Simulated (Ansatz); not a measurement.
# CH4Si (triplet): one geometry, many settings at a displaced geometry (v1)

Aim: run CH4Si (triplet) at one geometry under a spread of methods and options, and see what each costs and gives.

Program: Ansatz 0.2.0, Gaussian basis. Level of theory: the settings change from run to run. These are calculated values, not measurements.

17 further runs of the same task are left out: 4 that didn't finish, 13 set aside as unsound or not needed. Runs told in other sessions of the task aren't counted.

## (1) The system

The geometry is a PBE0/def2-TZVP stationary point (not a proven minimum) with its atoms shifted at random (size 0.040 Å).

6 atoms, charge 0, spin multiplicity 3.

Atoms are counted from 1 here; the program's logs count them from 0.

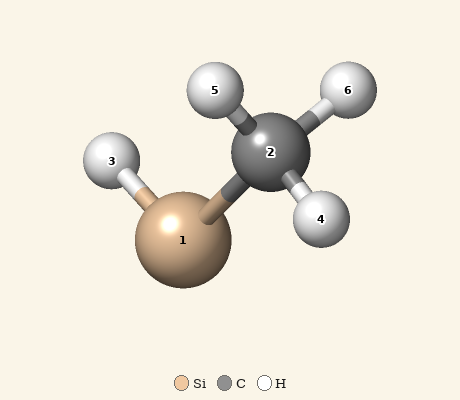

The geometry (silicon light orange, carbon grey, hydrogen white); atoms are numbered from 1 in the order of the file.

## (2) HF (UHF)/STO-3G

in.yaml

```yaml
crystal:
  periodic: [false, false, false]
  atoms:
    - {symbol: Si, position_ang: [0.003444, -0.082090, 0.653889]}
    - {symbol: C, position_ang: [0.002611, 0.067356, -1.234481]}
    - {symbol: H, position_ang: [0.050575, 1.196278, 1.434539]}
    - {symbol: H, position_ang: [-0.052202, -0.926443, -1.706048]}
    - {symbol: H, position_ang: [0.796229, 0.613967, -1.637817]}
    - {symbol: H, position_ang: [-0.921691, 0.600948, -1.600634]}
basis:
  gaussian: {orbitals: STO-3G}
magnetization: {spin_polarized: true, initial_magnetization: 2}
hamiltonian: {xc: hf}
scf: {lower_state_search: off}
output: {orbitals: {seedname: orbitals}}
```

On the command line:

```console
$ ansatz run in.yaml --threads 1 --pin off --events-out ev --progress --plain --max-ram 2393MiB
```

Log:

```text
Functional definition: HF
  name "HF"
  cite "Fock, Z. Phys. 61, 126 (1930) doi:10.1007/BF01340294"
  parent pbe
  exchange = exact_x
  correlation = 0
these checks for a lower state are left out or cut short: stability, starts, cluster_reference, orbital_swaps, neighbouring_geometries, increment
216 factors; integrals over basis functions are off by at most 1.7e-5 eV
mean field evaluation 1: about -8849.0409 eV, gradient 6.8e0 eV
mean field evaluation 2: about -8849.0926 eV, gradient 6.7e0 eV
mean field evaluation 4: about -8849.8500 eV, gradient 1.1e0 eV
mean field evaluation 8: about -8849.8841 eV, gradient 7.7e-5 eV
mean field -8849.88364555 eV, -325.2272253073 hartree, gradient 9.7e-7 eV, S^2 2.002052; 0 other end points of the search recorded, 0 dependent functions left out
reference -8849.88364555 eV, -325.2272253073 hartree; 13, 11 occupied and 5, 7 virtual orbitals, 216 factors
Total energy: -8849.88364555 eV, -325.2272253073 hartree
Checks for a lower state left out: stability, starts, cluster_reference, orbital_swaps, neighbouring_geometries, increment
```

Run time: 0.12 s. Hardware: 1 thread of AMD EPYC 7B13, shared host.

From the report: ⟨S²⟩ of the determinant 2.002 (pure triplet: 2.00).

## (3) CISD/STO-3G

in.yaml, as its differences from that of step 2:

```diff
@@ -11,5 +11,3 @@
   gaussian: {orbitals: STO-3G}
-magnetization: {spin_polarized: true, initial_magnetization: 2}
-hamiltonian: {xc: hf}
-scf: {lower_state_search: off}
-output: {orbitals: {seedname: orbitals}}
+magnetization: {spin_polarized: false, initial_magnetization: 2}
+correlation: {active_space: {ras: {orbitals: [5, 2, 5], electrons: 12, max_holes: 2, max_particles: 2}, fixed_orbitals: true}}
```

Launched as before.

Log:

```text
Functional definition: HF
  name "HF"
  cite "Fock, Z. Phys. 61, 126 (1930) doi:10.1007/BF01340294"
  parent pbe
  exchange = exact_x
  correlation = 0
216 factors; integrals over basis functions are off by at most 1.7e-5 eV
mean field evaluation 1: about -8849.0999 eV, gradient 7.9e0 eV
mean field evaluation 2: about -8849.1512 eV, gradient 7.8e0 eV
mean field evaluation 4: about -8849.8698 eV, gradient 6.1e-1 eV
mean field evaluation 8: about -8849.8725 eV, gradient 2.0e-6 eV
mean field -8849.87249399 eV, -325.2268154950 hartree, gradient 9.8e-6 eV, S^2 2.000000; 0 other end points of the search recorded, 0 dependent functions left out
reference -8849.87249399 eV, -325.2268154950 hartree; 13, 11 occupied and 5, 7 virtual orbitals, 216 factors
state -8852.58118291 eV, -325.3263579770 hartree
Total energy: -8852.58118291 eV, -325.3263579770 hartree
```

Run time: 0.24 s. Hardware: 1 thread of AMD EPYC 7B13, shared host.

From the report: 6,044 determinants.

## (4) HF (UHF)/6-31G

in.yaml, as its differences from that of step 3:

```diff
@@ -10,4 +10,7 @@
 basis:
-  gaussian: {orbitals: STO-3G}
-magnetization: {spin_polarized: false, initial_magnetization: 2}
-correlation: {active_space: {ras: {orbitals: [5, 2, 5], electrons: 12, max_holes: 2, max_particles: 2}, fixed_orbitals: true}}
+  gaussian: {orbitals: 6-31G}
+magnetization: {spin_polarized: true, initial_magnetization: 2}
+hamiltonian: {xc: hf}
+accuracy: high
+scf: {lower_state_search: light}
+output: {forces: true, orbitals: {seedname: orbitals}}
```

Same command.

Log, shortened:

```text
Functional definition: HF
  name "HF"
  cite "Fock, Z. Phys. 61, 126 (1930) doi:10.1007/BF01340294"
  parent pbe
[...]
739 factors; integrals over basis functions are off by at most 3.4e-9 eV
[...]
mean field -8952.36212723 eV, -328.9932400466 hartree, gradient 2.7e-8 eV, S^2 2.004853; 0 other end points of the search recorded, 0 dependent functions left out
[...]
reference -8952.36212723 eV, -328.9932400466 hartree; 13, 11 occupied and 17, 19 virtual orbitals, 739 factors
Total energy: -8952.36212723 eV, -328.9932400466 hartree
Atom 0 at     0.003444    -0.082090     0.653889 Å, force     0.116482     0.233329     0.511605 eV/Å
Atom 1 at     0.002611     0.067356    -1.234481 Å, force    -2.800666    -0.560818    -1.173977 eV/Å
Atom 2 at     0.050575     1.196278     1.434539 Å, force    -0.016843    -0.133290     0.053475 eV/Å
Atom 3 at    -0.052202    -0.926443    -1.706048 Å, force     0.294167     0.514119     0.303174 eV/Å
Atom 4 at     0.796229     0.613967    -1.637817 Å, force     1.493533     0.558836    -0.351773 eV/Å
Atom 5 at    -0.921691     0.600948    -1.600634 Å, force     0.913326    -0.612177     0.657496 eV/Å
Dipole moment:    -0.012718    -0.063285    -0.126973 e Å
```

Run time: 0.82 s. Hardware: 1 thread of AMD EPYC 7B13, shared host.

From the report: ⟨S²⟩ of the determinant 2.005 (pure triplet: 2.00).

## (5) CCSD/cc-pVDZ

in.yaml, as its differences from that of step 4:

```diff
@@ -10,7 +10,6 @@
 basis:
-  gaussian: {orbitals: 6-31G}
-magnetization: {spin_polarized: true, initial_magnetization: 2}
-hamiltonian: {xc: hf}
-accuracy: high
-scf: {lower_state_search: light}
-output: {forces: true, orbitals: {seedname: orbitals}}
+  gaussian: {orbitals: cc-pVDZ}
+magnetization: {spin_polarized: false, initial_magnetization: 2}
+hamiltonian: {xc: {name: PBE}}
+correlation: {method: ccsd, electrons: outside_noble_gas}
+output: {forces: true}
```

Launched as before.

Log, shortened:

```text
Functional definition: PBE
  name "PBE"
  cite "Perdew, Burke & Ernzerhof, Phys. Rev. Lett. 77, 3865 (1996) doi:10.1103/PhysRevLett.77.3865"
  parent pbe
[...]
487 factors; integrals over basis functions are off by at most 1.3e-3 eV
[...]
mean field -8971.19162769 eV, -329.6852114256 hartree, gradient 3.5e-6 eV, S^2 2.000000; 0 other end points of the search recorded, 0 dependent functions left out
[...]
6 core orbitals not correlated: weight in the atoms' cores, before any rotation towards them, 1.000 or more for the frozen orbitals, at most 0.000 for the correlated occupied ones
reference -8953.45973334 eV, -329.0335763274 hartree; 7, 5 occupied and 39, 41 virtual orbitals, 487 factors
second order -6.15365687 eV of doubles, -0.28664382 eV of singles
cycle   1  -6.94844938 eV  change   -5.1e-1 eV  update   5.6e-2
[...]
cycle  10  -7.17946184 eV  change   -5.1e-7 eV  update   2.9e-6
[...]
Total energy: -8960.63919518 eV, -329.2974166835 hartree
Atom 0 at     0.003444    -0.082090     0.653889 Å, force     0.092089     0.182624     0.217533 eV/Å
Atom 1 at     0.002611     0.067356    -1.234481 Å, force    -2.752044    -0.686060    -0.038185 eV/Å
Atom 2 at     0.050575     1.196278     1.434539 Å, force    -0.017246    -0.083253     0.058036 eV/Å
Atom 3 at    -0.052202    -0.926443    -1.706048 Å, force     0.210414    -0.151186     0.007930 eV/Å
Atom 4 at     0.796229     0.613967    -1.637817 Å, force     2.113211     1.035556    -0.688291 eV/Å
Atom 5 at    -0.921691     0.600948    -1.600634 Å, force     0.353576    -0.297681     0.442977 eV/Å
Dipole moment:    -0.009957    -0.016324    -0.169421 e Å
```

Run time: 5.5 s. Hardware: 1 thread of AMD EPYC 7B13, shared host.

From the report: correlation -7.1795 eV; T1 0.020; largest double amplitude 0.03. The orbitals are Kohn-Sham ones, so correlation energy and T1 don't compare with those on Hartree-Fock orbitals.

## (6) CCSDT(Q) on UHF/6-31G

in.yaml, as its differences from that of step 5:

```diff
@@ -10,6 +10,6 @@
 basis:
-  gaussian: {orbitals: cc-pVDZ}
-magnetization: {spin_polarized: false, initial_magnetization: 2}
-hamiltonian: {xc: {name: PBE}}
-correlation: {method: ccsd, electrons: outside_noble_gas}
+  gaussian: {orbitals: 6-31G}
+magnetization: {spin_polarized: true, initial_magnetization: 2}
+correlation: {method: ccsdt_q, electrons: outside_noble_gas}
+accuracy: high
 output: {forces: true}
```

Launched as before.

Log, shortened:

```text
Functional definition: HF
  name "HF"
  cite "Fock, Z. Phys. 61, 126 (1930) doi:10.1007/BF01340294"
  parent pbe
[...]
739 factors; integrals over basis functions are off by at most 3.4e-9 eV
[...]
mean field -8952.36212723 eV, -328.9932400466 hartree, gradient 2.7e-8 eV, S^2 2.004853; 0 other end points of the search recorded, 0 dependent functions left out
6 core orbitals not correlated: weight in the atoms' cores, before any rotation towards them, 1.000 or more for the frozen orbitals, at most 0.000 for the correlated occupied ones
reference -8952.36212723 eV, -328.9932400466 hartree; 7, 5 occupied and 17, 19 virtual orbitals, 739 factors
second order -3.39900312 eV of doubles, -0.00000000 eV of singles
cycle   1  -3.86836648 eV  change   -4.7e-1 eV  update   6.1e-2
[...]
cycle  23  -4.20762872 eV  change  -5.5e-10 eV  update  5.0e-10
perturbative correction -0.00425318 eV, -0.0001563016 hartree
[...]
Total energy: -8956.57400913 eV, -329.1480238518 hartree
Atom 0 at     0.003444    -0.082090     0.653889 Å, force     0.098894    -0.236688     0.679927 eV/Å
Atom 1 at     0.002611     0.067356    -1.234481 Å, force    -2.666525    -0.607225    -0.775939 eV/Å
Atom 2 at     0.050575     1.196278     1.434539 Å, force    -0.002738     0.297644     0.316968 eV/Å
Atom 3 at    -0.052202    -0.926443    -1.706048 Å, force     0.230372    -0.095379     0.004759 eV/Å
Atom 4 at     0.796229     0.613967    -1.637817 Å, force     1.993122     0.932237    -0.631134 eV/Å
Atom 5 at    -0.921691     0.600948    -1.600634 Å, force     0.346874    -0.290588     0.405420 eV/Å
Dipole moment:    -0.011552    -0.025680    -0.147885 e Å
```

It took 56 s on 1 thread of AMD EPYC 7B13, shared host; peak memory 0.97 GiB.

From the report: ⟨S²⟩ of the determinant 2.005 (pure triplet: 2.00); correlation -4.2119 eV; T1 0.009; largest double amplitude 0.04.

## (7) The runs in one table

Where basis and cores are those of an earlier UCCSDT(Q)/cc-pVDZ run (-8960.9622 eV), and the records show the same count of frozen orbitals and kind of state, the miss against it is given; a blank cell means that this couldn't be shown.

```tsv
level	correlated	functions	energy (eV)	from UCCSDT(Q) (meV)	time
HF (UHF)/STO-3G		18	-8849.8836		0.12 s
CISD/STO-3G	valence	18	-8852.5812		0.24 s
HF (UHF)/6-31G		30	-8952.3621		0.82 s
CCSD/cc-pVDZ (on PBE orbitals)	outside noble gas	52	-8960.6392	323.0	5.5 s
CCSDT(Q) on UHF/6-31G	outside noble gas	30	-8956.5740		56 s
```

## (8) Summary of results

| quantity | value |
| --- | --- |
| runs | 5 |
| quickest | HF (UHF)/STO-3G, 0.12 s |
| slowest | CCSDT(Q) on UHF/6-31G, 56 s |

**Reading.** Total energies in different bases, with other cores or another treatment of relativity can't be set against each other. CCSDT(Q) on UHF/6-31G took 463 times as long as HF (UHF)/STO-3G; the jobs differ in more than the method. Cores frozen from Kohn-Sham orbitals shift the total energy.
